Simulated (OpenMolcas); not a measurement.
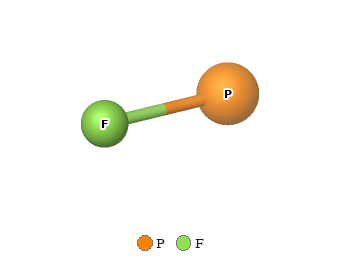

**Figure 1.** The molecule at the reference distance of 1.551 Å.

## Relativistic diatomic calculation for PF⁺ (part 1 of 2)

PF⁺. Computed at this level: SA-CASSCF(9,7)/XMS-CASPT2 + RASSI spin-orbit (X2C scalar, AMFI), ANO-RCC-VTZP (OpenMolcas).

**Output (extracts)**
```
++    Wave function specifications:
      Number of closed shell electrons          14
      Number of electrons in active shells       9
      Number of inactive orbitals                7
      Number of active orbitals                  7
      Number of secondary orbitals              50
      Spin quantum number                      0.5
      State symmetry                             2
++    Orbital specifications:
      Symmetry species                           1   2
                                                 a   b
      Frozen orbitals                            0   0
      Inactive orbitals                          5   2
      Active orbitals                            3   4
      RAS2 orbitals                              3   4
      Secondary orbitals                        26  24
      Number of basis functions                 34  30
      printout of CI-coefficients larger than  0.15 for root  1
      energy=    -440.831990
      conf/sym  111 2222     Coeff  Weight
            61  022 22u0  -0.95016 0.90280
            63  022 220u  -0.15097 0.02279
      printout of CI-coefficients larger than  0.15 for root  2
      energy=    -440.831990
      conf/sym  111 2222     Coeff  Weight
            61  022 22u0   0.15097 0.02279
            63  022 220u  -0.95016 0.90280
      printout of CI-coefficients larger than  0.15 for root  3
      energy=    -440.568450
      conf/sym  111 2222     Coeff  Weight
            67  022 2u02   0.40889 0.16719
           142  022 u2du   0.51020 0.26031
           144  022 u2ud  -0.71165 0.50644
      printout of CI-coefficients larger than  0.15 for root  4
      energy=    -440.568450
      conf/sym  111 2222     Coeff  Weight
            64  022 2udu   0.87141 0.75935
           141  022 u220  -0.40889 0.16719
      Natural orbitals and occupation numbers for root  1
      sym 1:   0.032392   1.980890   1.962342
      sym 2:   1.989813   1.971597   1.009672   0.053294
      Natural orbitals and occupation numbers for root  2
      sym 1:   0.032392   1.980890   1.962342
      sym 2:   1.971597   1.989813   0.053294   1.009672
      Natural orbitals and occupation numbers for root  3
      sym 1:   0.019050   1.991784   1.982554
      sym 2:   1.223814   1.808453   0.804478   1.169867
      Natural orbitals and occupation numbers for root  4
      sym 1:   0.019050   1.991784   1.982554
      sym 2:   1.808453   1.223814   1.169867   0.804478
      RASSCF energy for state  4                   -440.56844950
::    RASSCF root number  1 Total energy:   -440.83198955
::    RASSCF root number  2 Total energy:   -440.83198955
::    RASSCF root number  3 Total energy:   -440.56844950
::    RASSCF root number  4 Total energy:   -440.56844950
      Von Neumann Entropy (Root   1) =  0.80182
++    Wave function specifications:
      Number of closed shell electrons           2
      Number of electrons in active shells       9
      Number of inactive orbitals                1
      Number of active orbitals                  7
      Number of secondary orbitals              50
      Spin quantum number                      0.5
      State symmetry                             2
      Number of CSFs                           248
      Number of CASSCF root(s) available         4
      CASPT2 state passed to geometry opt.       4
      A file JOBMIX will be created
      This is a MULTI-STATE CASSCF reference
      Number of CI roots used                    4
      These are:                                 1   2   3   4
      Off-diagonal elements of Heff are computed
  FINAL CASPT2 RESULT:
      Reference energy:        -440.8319895473
      E2 (Non-variational):      -0.3088477688
      Shift correction:          -0.0020986856
      E2 (Variational):          -0.3109464544
      Total energy:            -441.1429360018
      Reference weight:           0.91883
  FINAL CASPT2 RESULT:
      Reference energy:        -440.8319895473
      E2 (Non-variational):      -0.3088477688
      Shift correction:          -0.0020986856
      E2 (Variational):          -0.3109464544
      Total energy:            -441.1429360017
      Reference weight:           0.91883
  FINAL CASPT2 RESULT:
      Reference energy:        -440.5684495033
      E2 (Non-variational):      -0.2889164780
      Shift correction:          -0.0015202858
      E2 (Variational):          -0.2904367638
      Total energy:            -440.8588862671
      Reference weight:           0.92512
  FINAL CASPT2 RESULT:
      Reference energy:        -440.5684495033
      E2 (Non-variational):      -0.2889164780
      Shift correction:          -0.0015202858
      E2 (Variational):          -0.2904367638
      Total energy:            -440.8588862671
      Reference weight:           0.92512
       Total XMS-CASPT2 energies:
::    XMS-CASPT2 Root  1     Total energy:   -441.14195036
::    XMS-CASPT2 Root  2     Total energy:   -441.14195036
::    XMS-CASPT2 Root  3     Total energy:   -440.85987191
::    XMS-CASPT2 Root  4     Total energy:   -440.85987191
++    Wave function specifications:
      Number of closed shell electrons          14
      Number of electrons in active shells       9
      Number of inactive orbitals                7
      Number of active orbitals                  7
      Number of secondary orbitals              50
      Spin quantum number                      1.5
      State symmetry                             1
      printout of CI-coefficients larger than  0.15 for root  1
      energy=    -440.697614
      conf/sym  111 2222     Coeff  Weight
            61  02u 22uu  -0.99049 0.98107
      Natural orbitals and occupation numbers for root  1
      sym 1:   0.024750   1.973417   1.002757
      sym 2:   1.996760   1.996760   1.002778   1.002778
      RASSCF energy for state  1                   -440.69761445
::    RASSCF root number  1 Total energy:   -440.69761445
      Von Neumann Entropy (Root   1) =  1.60028
++    Wave function specifications:
      Number of closed shell electrons           2
      Number of electrons in active shells       9
      Number of inactive orbitals                1
      Number of active orbitals                  7
      Number of secondary orbitals              50
      Spin quantum number                      1.5
      State symmetry                             1
      Number of CSFs                           112
      Number of CASSCF root(s) available         1
      CASPT2 state passed to geometry opt.       1
      A file JOBMIX will be created
      This is a CASSCF or RASSCF reference function
  FINAL CASPT2 RESULT:
      Reference energy:        -440.6976144481
      E2 (Non-variational):      -0.2787666031
      Shift correction:          -0.0008492763
      E2 (Variational):          -0.2796158795
      Total energy:            -440.9772303276
      Reference weight:           0.94051
++    Wave function specifications:
      Number of closed shell electrons          14
      Number of electrons in active shells       9
      Number of inactive orbitals                7
      Number of active orbitals                  7
      Number of secondary orbitals              50
      Spin quantum number                      0.5
      State symmetry                             1
      printout of CI-coefficients larger than  0.15 for root  1
      energy=    -440.680198
      conf/sym  111 2222     Coeff  Weight
            19  u22 2200  -0.97612 0.95282
      Natural orbitals and occupation numbers for root  1
      sym 1:   1.003780   1.991991   1.993663
      sym 2:   1.960845   1.960844   0.044438   0.044438
      RASSCF energy for state  1                   -440.68019831
::    RASSCF root number  1 Total energy:   -440.68019831
      Von Neumann Entropy (Root   1) =  0.80948
++    Wave function specifications:
      Number of closed shell electrons           2
      Number of electrons in active shells       9
      Number of inactive orbitals                1
      Number of active orbitals                  7
      Number of secondary orbitals              50
      Spin quantum number                      0.5
      State symmetry                             1
      Number of CSFs                           242
      Number of CASSCF root(s) available         1
      CASPT2 state passed to geometry opt.       1
      A file JOBMIX will be created
      This is a CASSCF or RASSCF reference function
  FINAL CASPT2 RESULT:
      Reference energy:        -440.6801983150
      E2 (Non-variational):      -0.2865094252
      Shift correction:          -0.0010208859
      E2 (Variational):          -0.2875303110
      Total energy:            -440.9677286260
      Reference weight:           0.93300
++    Wave function specifications:
      Number of closed shell electrons          14
      Number of electrons in active shells       9
      Number of inactive orbitals                7
      Number of active orbitals                  7
      Number of secondary orbitals              50
      Spin quantum number                      1.5
      State symmetry                             2
      printout of CI-coefficients larger than  0.15 for root  1
      energy=    -440.604479
      conf/sym  111 2222     Coeff  Weight
            53  022 u2uu   0.98380 0.96787
      printout of CI-coefficients larger than  0.15 for root  2
      energy=    -440.604479
      conf/sym  111 2222     Coeff  Weight
            10  022 2uuu  -0.98380 0.96787
      Natural orbitals and occupation numbers for root  1
      sym 1:   0.041892   1.998766   1.958854
      sym 2:   1.001841   1.999706   0.998681   1.000260
      Natural orbitals and occupation numbers for root  2
      sym 1:   0.041892   1.998766   1.958854
      sym 2:   1.999706   1.001841   1.000260   0.998681
      RASSCF energy for state  2                   -440.60447924
::    RASSCF root number  1 Total energy:   -440.60447924
::    RASSCF root number  2 Total energy:   -440.60447924
      Von Neumann Entropy (Root   1) =  1.64712
++    Wave function specifications:
      Number of closed shell electrons           2
      Number of electrons in active shells       9
      Number of inactive orbitals                1
      Number of active orbitals                  7
      Number of secondary orbitals              50
      Spin quantum number                      1.5
      State symmetry                             2
      Number of CSFs                           112
      Number of CASSCF root(s) available         2
      CASPT2 state passed to geometry opt.       2
      A file JOBMIX will be created
      This is a MULTI-STATE CASSCF reference
      Number of CI roots used                    2
      These are:                                 1   2
      Off-diagonal elements of Heff are computed
  FINAL CASPT2 RESULT:
      Reference energy:        -440.6044792423
      E2 (Non-variational):      -0.2732339066
      Shift correction:          -0.0010370748
      E2 (Variational):          -0.2742709814
      Total energy:            -440.8787502237
      Reference weight:           0.93762
  FINAL CASPT2 RESULT:
      Reference energy:        -440.6044792422
      E2 (Non-variational):      -0.2732339066
      Shift correction:          -0.0010370748
      E2 (Variational):          -0.2742709814
      Total energy:            -440.8787502237
      Reference weight:           0.93762
       Total XMS-CASPT2 energies:
::    XMS-CASPT2 Root  1     Total energy:   -440.87875022
::    XMS-CASPT2 Root  2     Total energy:   -440.87875022
  SPIN-FREE ENERGIES:
  (Shifted by EMIN (a.u.) =       -441.1419503584)
 SF State       Relative EMIN(au)   Rel lowest level(eV)    D:o, cm**(-1)      Abs_M
     1             0.0000000000        0.0000000000              0.0000         1.0
     2             0.0000000000        0.0000000000              0.0000         1.0
     5             0.1647200308        4.4822603809          36151.8680         0.0
     6             0.1742217324        4.7408148529          38237.2505         0.0
     7             0.2632001347        7.1620405260          57765.7525         1.0
     8             0.2632001347        7.1620405260          57765.7525         1.0
     3             0.2820784479        7.6757455977          61909.0634         1.0
     4             0.2820784479        7.6757455977          61909.0634         1.0
```

(Continued in part 2.) Outcome of the run: converged.
